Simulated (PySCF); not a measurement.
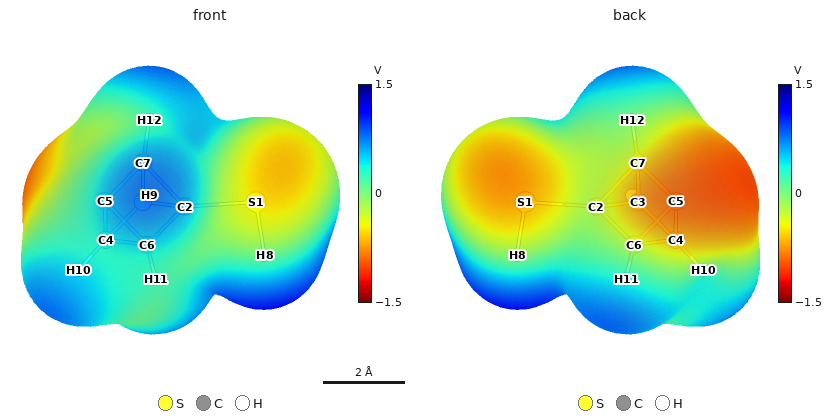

C6H5S (doublet). The electrostatic potential painted on the density surface at 0.001 e/bohr³, seen from the front and from behind; red is negative and blue positive.

Geometry: GFN2-xTB.

Computed with PySCF, UKS B3LYP, pcH-1 on C H S, non-relativistic, mean-field spin-orbit, GIAO.

```xyz
12

S     2.2931    0.8442    0.4027
C     0.6372    0.3718    0.0108
C    -0.5395    0.0306    0.9571
C    -1.0964   -0.9107   -0.0977
C    -1.1894    0.2358   -1.0619
C     0.0654   -0.5725   -1.0448
C    -0.6158    1.1940    0.0128
H     2.8016   -0.3841    0.2916
H    -0.5650    0.0107    2.0333
H    -1.6084   -1.8488   -0.0033
H     0.5560   -1.2102   -1.7545
H    -0.7375    2.2385    0.2280
```

Q: Where is the surface potential most negative and most positive?

A: The most negative region (about −1.0 V) lies over C5, the most positive (about +1.1 V) over H8.
